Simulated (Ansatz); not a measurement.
# BeSi2 (built on the sites of a database entry of CaSi2): a soft mode frozen in

Wanted: the energy along a soft mode of BeSi2 (built on the sites of a database entry of CaSi2) and the structure at the end.

Program: Ansatz 0.2.0. Level of theory: DFT PBEsol, scalar-relativistic, plane waves, PAW. Results are calculated unless marked as measured.

The structure was built from a prototype and need not be the compound's stable phase.

## Step 1: The starting structure

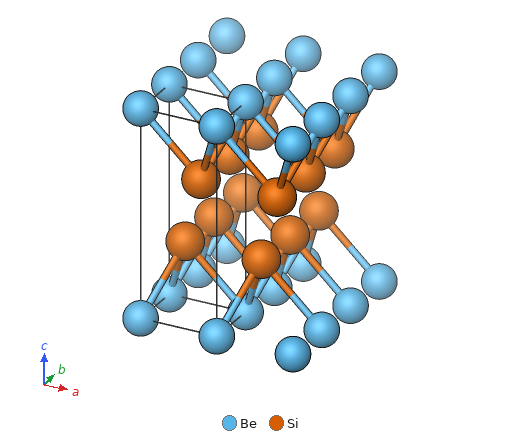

The cell as given, slightly off an axis (beryllium blue, silicon orange). 2×3×1 cells are drawn. Bonds to atoms that aren't drawn are left out. Some periodic images of atoms are drawn too.

Coordinates:

```cif
data_structure
_symmetry_space_group_name_H-M 'P 1'
_symmetry_Int_Tables_number 1
_cell_length_a 2.7820
_cell_length_b 2.7820
_cell_length_c 5.5325
_cell_angle_alpha 90.000
_cell_angle_beta 90.000
_cell_angle_gamma 120.000
_cell_volume 37.08
loop_
_atom_site_label
_atom_site_type_symbol
_atom_site_fract_x
_atom_site_fract_y
_atom_site_fract_z
_atom_site_occupancy
Be1 Be 0.00000 0.00000 0.00000 1
Si2 Si 0.33333 0.66667 0.31850 1
Si3 Si 0.66667 0.33333 0.68150 1
```

## Step 2: Response at finite wavevector

The cell comes from relaxations at this level that are not shown. Stability and thermal properties need the whole zone. Linear response on a 3×3×2 q mesh gives force constants as far as a supercell of that size would.

Contents of input.yaml:

```yaml
crystal:
  lattice:
    - [2.7820321755, 0.0, 0.0]
    - [-1.3910160877, 2.4093105381, 0.0]
    - [0.0, 0.0, 5.5325386777]
  atoms:
    - { symbol: Be, position: [0.0, 0.0, 0.0] }
    - { symbol: Si, position: [0.3333333333, 0.6666666667, 0.3184987978] }
    - { symbol: Si, position: [0.6666666667, 0.3333333333, 0.6815012022] }
kpoints:
  mp_grid: { grid: [15, 15, 8] }
hamiltonian:
  xc: pbesol
scf:
  occupations: { method: methfessel_paxton, width: 0.15 }
output:
  eigenvalues: true
phonons:
  method: dfpt
  qmesh: [3, 3, 2]
  temperatures: { t_max: 1000, t_step: 50 }
  qpath:
    path:
      - [[0.0, 0.0, 0.0], [0.5, 0.0, 0.0], [0.33333333, 0.33333333, 0.0], [0.0, 0.0, 0.0], [0.0, 0.0, 0.5], [0.5, 0.0, 0.5], [0.33333333, 0.33333333, 0.5], [0.0, 0.0, 0.5]]
      - [[0.5, 0.0, 0.5], [0.5, 0.0, 0.0]]
      - [[0.33333333, 0.33333333, 0.5], [0.33333333, 0.33333333, 0.0]]
    npoints: 10
```

The run is started by

```
ansatz run input.yaml --threads 4 --pin off --max-ram 7168MiB --backend cpu --events-out ev --progress --plain --runs-dir out
```

Numbers of over 12 decimals in the logs are rounded to 6 here.

Log:

```text
Warning: phonons: the dynamical matrix that this run interpolates holds no multipole term above the dipole-dipole one, and a site of this crystal is no centre of inversion, so its interpolated transverse optical and acoustic branches and sound speeds can stay off near Gamma, and the density of states and the thermodynamics with them. What a run solves at a wave vector of phonons.qpoints, Gamma apart, where the deck admits one, is free of this, and under fd what a larger phonons.supercell samples
Engine: ansatz 0.2.0, aarch64-unknown-linux-gnu
Pseudopotentials: kind: paw
Pseudopotential: Be, paw, valence charge 2, recommended cutoff 420 eV (normal), Be.paw.azcp
Pseudopotential: Si, paw, valence charge 4, recommended cutoff 420 eV (normal), Si.paw.azcp
Functional definition: PBEsol
  exchange = pbesol_x
  correlation = pbesol_c
Crystal: 3 atoms, lattice volume = 37.083 Å³
Basis set: ecut = 420 eV, 739 PW (Γ), exchange–correlation on 40×40×80 points (8 copies of the dense FFT grid, shifted against one another)
Bands: 9, of which v1, the nominal top of the filled ones, is band 5 counted from 1 (4 counted from 0)
Symmetry: 12 space group operations
k-points: 192 of 1800
Non-local potential: Be, projectors of the file, l = 0: 2, l = 1: 2, l = 2: 1
Non-local potential: Si, projectors of the file, l = 0: 2, l = 1: 2, l = 2: 2
PAW form: soft (Blöchl's): semilocal exchange-correlation on the pseudo side does not see the compensation charge
PAW frozen core: Be, regenerated for the run's functional, and the local potential with it (the file was generated under x = pbe(κ = 0.804, μ = 0.219515), c = pbe(β = 0.066725))
PAW frozen core: Si, regenerated for the run's functional, and the local potential with it (the file was generated under x = pbe(κ = 0.804, μ = 0.219515), c = pbe(β = 0.066725))
PAW one-centre angular grid: Be, 110 points (default); XC on 64 Gauss nodes
PAW one-centre angular grid: Si, 110 points (default); XC on 64 Gauss nodes
Initial density: superposition of atomic densities (neutral atoms: chi_scale 0, normalization atom), corrected by the library's trained network
Initial wavefunctions: pseudopotential atomic-orbital guess
Functional: x = pbesol(κ = 0.804, μ = 0.123457), c = pbesol(β = 0.046)
SCF iter   1: F=—  HF=-1332.162850 eV  |F-HF|=—  |Δ(HF+E_count)|=         —  Δρ=2.29e-3  dr2=1.72e-3  ethr=1.77e-3  ⟨swp⟩=5.2  Hψ=13210  notcnv=0
preconditioner: auto → none  [metal: Δε(μ)=0.025 eV  Ē_g=9.156 eV  σ=0.150 eV  W_gap=0.14  n_scr=2 (ndim 8)  ℏωp=19.3 eV  f_vac=0.000  D(μ)=0.89/eV (n_scr^D=2)  sad-step TF]
SCF iter   2: F=—  HF=-1332.162634 eV  |F-HF|=—  |Δ(HF+E_count)|=   2.17e-4  S|Δr|=    0.00e0  Δρ=1.37e-3  dr2=6.72e-4  ethr=1.72e-5  ⟨swp⟩=1.5  Hψ=3455  notcnv=0
SCF iter   3: F=—  HF=-1332.162704 eV  |F-HF|=—  |Δ(HF+E_count)|=   7.02e-5  S|Δr|=    0.00e0  Δρ=7.17e-4  dr2=1.22e-3  ethr=6.72e-6  ⟨swp⟩=2.5  Hψ=2534  notcnv=0
SCF iter   4: F=—  HF=-1332.162452 eV  |F-HF|=—  |Δ(HF+E_count)|=   2.51e-4  S|Δr|=    0.00e0  Δρ=1.24e-4  dr2=1.99e-5  ethr=6.72e-6  ⟨swp⟩=2.0  Hψ=2128  notcnv=0
SCF iter   5: F=—  HF=-1332.162449 eV  |F-HF|=—  |Δ(HF+E_count)|=   3.89e-6  S|Δr|=    0.00e0  Δρ=2.96e-5  dr2=1.20e-6  ethr=1.99e-7  ⟨swp⟩=2.0  Hψ=2148  notcnv=0
SCF iter   6: F=—  HF=-1332.162449 eV  |F-HF|=—  |Δ(HF+E_count)|=   1.45e-7  S|Δr|=    0.00e0  Δρ=1.50e-5  dr2=3.79e-7  ethr=1.20e-8  ⟨swp⟩=1.0  Hψ=1662  notcnv=0
SCF iter   7: F=—  HF=-1332.162449 eV  |F-HF|=—  |Δ(HF+E_count)|=   7.81e-8  S|Δr|=    0.00e0  Δρ=1.89e-6  dr2=5.41e-9  ethr=3.79e-9  ⟨swp⟩=1.9  Hψ=2042  notcnv=0
SCF iter   8: F=-1332.162449 eV  HF=-1332.162449 eV  |F-HF|=1.36e-12  |Δ(HF+E_count)|=  8.67e-10  S|Δr|=    0.00e0  Δρ=8.58e-8  dr2=1.94e-12  ethr=1.00e-12  ⟨swp⟩=6.0  Hψ=9286  notcnv=0
SCF 1 converged in 8 iterations: F = -1332.162449 eV  dr2 = 1.94e-12
  greatest PAW one-centre occupation: 0.662 electrons in one spin orbital (limit 2), on the Si atom at site 2 (counted from 0), in its partial waves of l = 0
Initial density: read from a saved state, or passed on in memory by an earlier SCF of this step, an earlier step, the calling program or the single point that the run made first
iter 1 solved again at ethr=1.99e-7 eV; its pass at ethr=3.10e-3 eV (dr2=1.99e-5 eV) is discarded
SCF iter   1: F=—  HF=-1332.162448 eV  |F-HF|=—  |Δ(HF+E_count)|=         —  Δρ=2.03e-7  dr2=1.52e-11  ethr=1.99e-7  ⟨swp⟩=3.1  Hψ=18158  notcnv=0
eigensolver tolerance schedule: the retry pair's looser diagonalisation over-reported the residual by 1303532.75 of it (diagonalisation noise at an unbounded share of the residual, at the tolerance the schedule requests for it); recorded, not acted on — ethr = c·dr2/N_el stays at c = 1.0e-1
preconditioner: auto → none  [metal: Δε(μ)=0.017 eV  Ē_g=9.155 eV  σ=0.150 eV  W_gap=0.10  n_scr=2 (ndim 8)  ℏωp=19.3 eV  f_vac=0.000  D(μ)=0.89/eV (n_scr^D=2)]
SCF iter   2: F=—  HF=-1332.162449 eV  |F-HF|=—  |Δ(HF+E_count)|=   4.54e-7  S|Δr|=    0.00e0  Δρ=1.42e-7  dr2=2.45e-11  ethr=1.00e-12  ⟨swp⟩=3.1  Hψ=3477  notcnv=0
SCF iter   3: F=-1332.162449 eV  HF=-1332.162449 eV  |F-HF|=4.55e-13  |Δ(HF+E_count)|=  4.77e-12  S|Δr|=    0.00e0  Δρ=7.68e-8  dr2=1.43e-12  ethr=1.00e-12  ⟨swp⟩=1.3  Hψ=4610  notcnv=0
SCF 2 converged in 3 iterations: F = -1332.162449 eV  dr2 = 1.43e-12
phonons: the bands overlap, so this run is a metal and interpolates without the dipole-dipole term. If the crystal is really an insulator or semiconductor, its LO-TO splitting is missing
NSCF: frozen V_eff on 192 k-points
WARN: eigensolver did not converge in 13 slots of this pass, the one above among them; of largest residual over every band (k=28): 1 band(s) unlocked (lowest unlocked band 8, counted from 0; max residual 6.48e-2 eV among the unlocked bands, 6.48e-2 eV over every band); of lowest unlocked band (k=10): band 8
NSCF: frozen V_eff on 488 k-points
DFPT response loops at q = (0, 0, 0) (fractional): preconditioner auto → Kerker (q_TF=auto, 2.193 Å⁻¹) (partly filled bands, converged f_vac=0.000); β = 1.00, the filter's whole step (`scf.mixing.beta` (0.50) is not read by the response loops under this deck's `scf.mixing.preconditioner`; to damp them name `kerker` or `kerker_dos`, under which they read `scf.mixing.beta`, and type it under 1.00, their step now; both keys bind the ground state too); Broyden in place of MSR1
NSCF: frozen V_eff on 976 k-points
DFPT response loops at q = (0, 0, -0.5) (fractional): mixed as the last ones told, above
NSCF: frozen V_eff on 1920 k-points
DFPT response loops at q = (0, 0.333333, 0) (fractional): mixed as the last ones told, above
NSCF: frozen V_eff on 1920 k-points
DFPT response loops at q = (0, 0.333333, -0.5) (fractional): mixed as the last ones told, above
NSCF: frozen V_eff on 1830 k-points
DFPT response loops at q = (0.333333, 0.333333, 0) (fractional): mixed as the last ones told, above
NSCF: frozen V_eff on 1830 k-points
DFPT response loops at q = (0.333333, 0.333333, -0.5) (fractional): mixed as the last ones told, above
SCF converged after 8 iterations
Stability not checked: this state was not tested for a lower state beside it, because cold or Methfessel-Paxton smearing, or corrected tetrahedra, fill the levels in a way that the test cannot read (fill_not_monotonic; see scf.lower_state_search)
Free energy (F): -1332.162449 eV
Harris-Foulkes:  -1332.162449 eV  (|F-HF|=1.36e-12)
Internal energy: -1332.162815 eV  (E = F + TS)
E sigma→0 (E₀):  -1332.162540 eV
Entropy (-TS):   0.000367 eV (0.122 meV/atom)
Fermi energy:    10.085833 eV
--- Per-component energies (eV) ---
  E_band       = 44.408423
  E_kinetic    = 103.634113
  E_local      = -0.720338  (includes V_loc(G=0)·N_el)
  E_nonlocal   = 55.356898
  E_hartree    = 4.390956
  E_xc         = -131.128450
  E_vxc        = -117.234389  (∫ρ·V_xc dr)
  E_paw        = -1054.146765  (= ΣΔE_a)
  E_vpaw       = -5.409781  (= ΣTr[D̂ρ^β])
  E_aug_tail   = 0.000012  (compensation charges beyond the density's cutoff)
  E_ewald      = -309.621894
  E_core_change = 0.072653  (= ΣΔE_core)
  E_smearing   = 0.000367  (= −TS)
  E_closure    = 0.000000  (closes the sum)
  Σ components = -1332.162449   (vs F -1332.162449, Δ=0.00e0)
--- Band table (eV; the first three rows and the last of 192) ---
  k-point 0: bands = ["-4.1857", "-0.1074", "1.9856", "13.2063", "15.1556", "17.4271", "17.4271", "17.5433", "17.5433"]
  k-point 1: bands = ["-4.1423", "-0.4536", "2.4695", "11.9970", "16.4630", "17.4209", "17.4209", "17.6372", "17.6372"]
  k-point 2: bands = ["-4.0247", "-1.0487", "3.4737", "10.2891", "17.4418", "17.4418", "17.8688", "17.8688", "18.4595"]
  k-point 191: bands = ["4.0943", "4.0943", "4.6986", "5.5716", "5.5716", "6.6770", "13.1558", "13.2389", "13.2389"]
--- Phonons (Γ-DFPT): 4 representative perturbations + reference (Σ response iterations 10) ---
  ASR residual: 1.163e-4 → 0.000e0 eV/Å²; symmetrization residual: 2.832e-8 eV/Å²
  ASR residual per site (eV/Å²): 1.16e-4 3.52e-5 3.52e-5
  Γ frequencies (cm⁻¹): 0.00 0.00 0.00 146.89 146.89 296.74 296.74 367.74 493.19
--- Phonons (arbitrary-q DFPT): 6 irreducible q on the 3×3×2 mesh ---
  q = [0.0000, 0.0000, 0.0000] (star 1, of the zone-centre solve; hermiticity 6.50e-9, symmetrization 3.82e-12): 0.00 0.00 0.00 146.89 146.89 296.74 296.74 367.74 493.19
  q = [0.0000, 0.0000, -0.5000] (star 1, 4 solved perturbations in 1360 linear systems a pass and spin channel, the states on 488 of 1800 k-point pairs; hermiticity 1.36e-8, symmetrization 4.00e-11): 40.75 40.75 110.98 110.98 208.37 218.27 267.18 267.18 495.99
  q = [0.0000, 0.3333, 0.0000] (star 6, 6 solved perturbations on 960 of 1800 k-point pairs; hermiticity 1.36e-8, symmetrization 7.71e-11): -87.89 48.82 118.48 156.80 213.43 227.42 227.60 365.55 466.15
  q = [0.0000, 0.3333, -0.5000] (star 6, 6 solved perturbations on 960 of 1800 k-point pairs; hermiticity 1.38e-8, symmetrization 7.05e-11): -129.73 -39.55 99.81 132.62 236.65 252.69 297.46 324.88 474.54
  q = [0.3333, 0.3333, 0.0000] (star 2, 4 solved perturbations in 2476 linear systems a pass and spin channel, the states on 915 of 1800 k-point pairs; hermiticity 7.68e-9, symmetrization 2.82e-9): -162.07 -162.07 68.64 269.39 269.39 272.18 299.53 299.53 452.09
  q = [0.3333, 0.3333, -0.5000] (star 2, 4 solved perturbations in 2476 linear systems a pass and spin channel, the states on 915 of 1800 k-point pairs; hermiticity 6.39e-9, symmetrization 5.95e-9): 34.32 34.32 155.99 165.69 165.69 217.46 342.68 342.68 465.07
  sum rule: each row above includes the acoustic sum rule's correction from the zone centre's row sums; it moved no ω² by more than (1.87 cm⁻¹)²
  mesh force constants: q→R imaginary residual 0.00e0; ASR residual 1.163e-4 → 0.000e0 eV/Å²; symmetrization residual 1.332e-15 eV/Å²
  interpolated dispersion: 93 rows × 9 modes
  density of states and harmonic sums: on the 27×27×12 q-mesh, interpolated from the force constants of a 3×3×2 supercell (no non-analytic term)
  largest difference from the sums on the solved wave vectors: F 4.77e-2 eV, S 6.02e-5 and C_V 1.97e-5 eV/K
  zero-point energy: 0.114351 eV/cell   skipped modes (ω ≤ 0): 1250, of them read as no rigid motion or as one in doubt: 1247 (1.534e0 modes/cell left out, lowest -175.44 cm⁻¹)   left out of the sums: 1.71e-1 of the cell's modes: C_V's classical limit lies that fraction below 3 k_B per atom; for a crystal, a wire or a layer, F and S can be off by more, and a phonons.interpolated_qmesh denser along its periods is the remedy for the sampling
```

Run time: 2.2 min. Hardware: 4 threads of Arm Neoverse V1, shared host; peak memory 1.1 GiB.

Numbers from this step:

| Property | Result |
| --- | --- |
| volume per atom | 12.36 Å³ |
| gap on the k-mesh | 0 eV |
| sum-rule residual before enforcement | 1.16e-4 eV/Å² |
| lowest frequency on the path | -175.6 cm⁻¹ |
| point group | -3m |
| highest frequency on the path or at a solved wavevector | 496 cm⁻¹ |
| highest optical mode at the zone centre (no LO-TO term) | 493.2 cm⁻¹ |
| lowest optical zone-centre mode | 146.9 cm⁻¹ |
| lowest mode on the q mesh (acoustic modes at Γ apart) | -162.1 cm⁻¹ |

Frequencies (cm⁻¹) solved at each irreducible wavevector; negative means imaginary. Frequencies by wavevector, by row:

| q in reciprocal lattice units | star | mode 1 | mode 2 | mode 3 | mode 4 | mode 5 | mode 6 | mode 7 | mode 8 | mode 9 |
| --- | --- | --- | --- | --- | --- | --- | --- | --- | --- | --- |
| 0 0 0 | 1 | 0 | 0 | 0 | 146.9 | 146.9 | 296.7 | 296.7 | 367.7 | 493.2 |
| 0 0 -0.5 | 1 | 40.8 | 40.8 | 111 | 111 | 208.4 | 218.3 | 267.2 | 267.2 | 496 |
| 0 0.3333 0 | 6 | -87.9 | 48.8 | 118.5 | 156.8 | 213.4 | 227.4 | 227.6 | 365.6 | 466.1 |
| 0 0.3333 -0.5 | 6 | -129.7 | -39.5 | 99.8 | 132.6 | 236.7 | 252.7 | 297.5 | 324.9 | 474.5 |
| 0.3333 0.3333 0 | 2 | -162.1 | -162.1 | 68.6 | 269.4 | 269.4 | 272.2 | 299.5 | 299.5 | 452.1 |
| 0.3333 0.3333 -0.5 | 2 | 34.3 | 34.3 | 156 | 165.7 | 165.7 | 217.5 | 342.7 | 342.7 | 465.1 |

Interpolated from a 3×3×2 q mesh, rough between the solved points. Phonon branches along the path, in cm⁻¹:

| point | branch 1 | branch 2 | branch 3 | branch 4 | branch 5 | branch 6 | branch 7 | branch 8 | branch 9 |
| --- | --- | --- | --- | --- | --- | --- | --- | --- | --- |
| Γ | 0 | 0 | 0 | 147 | 147 | 297 | 297 | 368 | 493 |
| M | -164 | 96 | 114 | 197 | 201 | 225 | 285 | 333 | 458 |
| K | -162 | -162 | 69 | 269 | 269 | 272 | 300 | 300 | 452 |
| Γ | 0 | 0 | 0 | 147 | 147 | 297 | 297 | 368 | 493 |
| A | 41 | 41 | 111 | 111 | 208 | 218 | 267 | 267 | 496 |
| L | -102 | -58 | 143 | 180 | 185 | 248 | 310 | 336 | 470 |
| H | 34 | 34 | 156 | 166 | 166 | 218 | 343 | 343 | 465 |
| A | 41 | 41 | 111 | 111 | 208 | 218 | 267 | 267 | 496 |
| jump to L | -102 | -58 | 143 | 180 | 185 | 248 | 310 | 336 | 470 |
| M | -164 | 96 | 114 | 197 | 201 | 225 | 285 | 333 | 458 |
| jump to H | 34 | 34 | 156 | 166 | 166 | 218 | 343 | 343 | 465 |
| K | -162 | -162 | 69 | 269 | 269 | 272 | 300 | 300 | 452 |

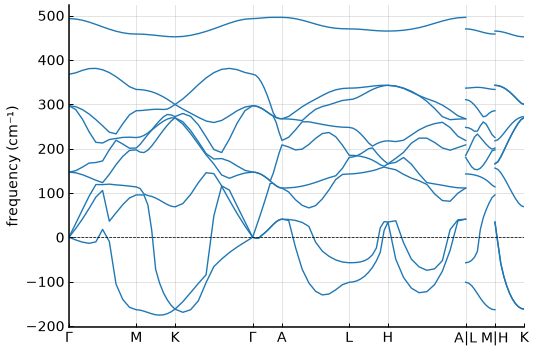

Phonon branches along the path.

Symmetry leaves 6 wavevectors to solve. The lowest mode among them, the acoustic zeros apart, lies at q = (0.333, 0.333, 0) and is imaginary, 162.1i cm⁻¹, so the energy falls along it. Between them the interpolated path dips to 176i cm⁻¹.

## Step 3: The mode frozen in, largest atomic shift 0 Å

The mode followed lies at q = (0.333, 0.333, 0) with frequency 162.1i cm⁻¹ and is 2-fold degenerate, the softest among the wavevectors solved. At small amplitude the distorted cell has space group no. 12 by a symmetry search on the positions. The undistorted cell that holds it gives the zero of energy on the same k mesh.

System of this step: BeSi2 (built on the sites of a database entry of CaSi2). It takes space group P-3m1 (No. 164, trigonal). The conventional cell has a = 2.782 Å, b = 2.782 Å, c = 5.533 Å, α = 90.00°, β = 90.00°, γ = 120.00°. Be has 6 Si at 2.38 Å nearest. Nearest to Si lie 3 Be at 2.38 Å and 3 Si at 2.57 Å. Farther neighbours are not listed.

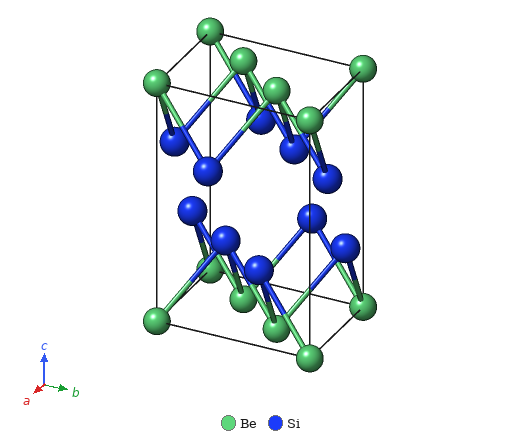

The cell of this step (beryllium green, silicon blue). Some periodic images of atoms are drawn too.

Contents of input.yaml:

```yaml
crystal:
  lattice:
    - [0.0, -4.8186210762, 0.0]
    - [-4.1730482632, -2.4093105381, 0.0]
    - [0.0, 0.0, -5.5325386777]
  atoms:
    - { symbol: Be, position: [0.0, 0.0, 0.0] }
    - { symbol: Be, position: [0.6666666667, 0.6666666667, 0.0] }
    - { symbol: Be, position: [0.3333333333, 0.3333333333, 0.0] }
    - { symbol: Si, position: [0.3333333333, 0.6666666667, 0.6815012022] }
    - { symbol: Si, position: [1.0, 0.3333333333, 0.6815012022] }
    - { symbol: Si, position: [0.6666666667, 1.0, 0.6815012022] }
    - { symbol: Si, position: [0.6666666667, 0.3333333333, 0.3184987978] }
    - { symbol: Si, position: [0.3333333333, 1.0, 0.3184987978] }
    - { symbol: Si, position: [0.0, 0.6666666667, 0.3184987978] }
kpoints:
  mp_grid: { grid: [9, 9, 6] }
hamiltonian:
  xc: pbesol
scf:
  occupations: { method: methfessel_paxton, width: 0.15 }
output:
  forces: true
  stress: true
  eigenvalues: true
```

Log:

```text
[...]
Crystal: 9 atoms, lattice volume = 111.250 Å³
Basis set: ecut = 420 eV, 2167 PW (Γ), exchange–correlation on 72×72×80 points (8 copies of the dense FFT grid, shifted against one another)
Bands: 24, of which v1, the nominal top of the filled ones, is band 15 counted from 1 (14 counted from 0)
Symmetry: 36 space group operations
[...]
k-points: 62 of 486
[...]
k-point 0: bands = [... 11 lower, 7.7369, 7.7369, 7.7369, 7.7369, 9.1473, 9.1473, 9.1473, 9.1473, ... 5 higher]
  k-point 1: bands = [... 11 lower, 6.9501, 6.9501, 7.0883, 7.0883, 10.1844, 10.1844, 10.1844, 10.1844, ... 5 higher]
  k-point 2: bands = [... 11 lower, 6.0125, 6.0125, 6.8117, 6.8117, 9.2356, 11.8786, 11.8786, 11.8786, ... 5 higher]
  k-point 61: bands = [... 11 lower, 6.5340, 9.7771, 9.7771, 9.7771, 12.5656, 12.5656, 12.5656, 13.0109, ... 5 higher]
[key lines of the parts left out:]
SCF converged after 5 iterations
Free energy (F): -3996.458590 eV
Fermi energy:    10.122167 eV
P = ⅓ Tr σ = -0.1235 GPa (-1.235 kbar)
```

It took 3.2 s on 4 threads; peak memory 0.47 GiB.

This step gave:

```
pressure                         : -0.1235 GPa
energy from the undistorted cell : 0 meV/atom
```

The run ends at a pressure of -0.12 GPa, with forces up to 0.063 eV/Å.

## Step 4: The mode frozen in, largest atomic shift 0.32 Å

The atoms are moved along the unstable eigenvector, the largest shift by 0.32 Å, with the cell fixed.

Contents of input.yaml:

```yaml
crystal:
  lattice:
    - [0.0, -4.8186210762, 0.0]
    - [-4.1730482632, -2.4093105381, 0.0]
    - [0.0, 0.0, -5.5325386777]
  atoms:
    - { symbol: Be, position: [-0.0383409444, 0.0766817907, 6.35e-08] }
    - { symbol: Be, position: [0.7050079929, 0.5899841124, -6.35e-08] }
    - { symbol: Be, position: [0.3333329516, 0.3333340968, 0.0] }
    - { symbol: Si, position: [0.314200422, 0.6857993345, 0.6899923433] }
    - { symbol: Si, position: [1.019132331, 0.3333337734, 0.6645191885] }
    - { symbol: Si, position: [0.666667941, 0.9808668922, 0.6899914587] }
    - { symbol: Si, position: [0.6475338321, 0.3333339004, 0.3354808116] }
    - { symbol: Si, position: [0.3524657411, 0.9808668286, 0.3100083271] }
    - { symbol: Si, position: [-2.672e-07, 0.685799271, 0.3100078708] }
kpoints:
  mp_grid: { grid: [9, 9, 6] }
hamiltonian:
  xc: pbesol
scf:
  occupations: { method: methfessel_paxton, width: 0.15 }
output:
  forces: true
  stress: true
  eigenvalues: true
```

Log:

```text
[...]
k-point 0: bands = [... 11 lower, 7.5683, 7.6615, 7.7702, 7.7824, 8.9584, 9.0694, 9.1796, 9.2854, ... 5 higher]
  k-point 1: bands = [... 11 lower, 6.9795, 7.0817, 7.1112, 7.2091, 9.9761, 10.0860, 10.1661, 10.2842, ... 5 higher]
  k-point 2: bands = [... 11 lower, 6.0888, 6.2189, 6.8201, 6.8377, 9.2311, 11.7052, 11.7948, 11.8718, ... 5 higher]
  k-point 139: bands = [... 11 lower, 8.0167, 8.3810, 9.7463, 11.2530, 11.4288, 11.6704, 12.2137, 12.5313, ... 5 higher]
[key lines of the parts left out:]
SCF converged after 6 iterations
Free energy (F): -3996.560613 eV
Fermi energy:    10.081433 eV
P = ⅓ Tr σ = 0.4001 GPa (4.001 kbar)
```

Run time: 7 s. Hardware: 4 threads; peak memory 0.6 GiB; 26 s of CPU time.

This step gave:

| Property | Result |
| --- | --- |
| pressure | 0.4001 GPa |
| energy from the undistorted cell | -11.46 meV/atom |

The energy, extrapolated to zero smearing, is -11.46 meV/atom against the undistorted cell.

The run ends at a pressure of 0.40 GPa, with forces up to 0.42 eV/Å.

(Part 1 of 2 ends here.)

[Logs are printed without paths, hosts, clocks, repeated set-up lines and the standing remarks that a program may print on its own settings, such as how far it seeks lower states.]

[Hosts, paths, dates, database ids (printed as entryN), source tags and the programs' standing remarks are cut or masked in the printed files.]
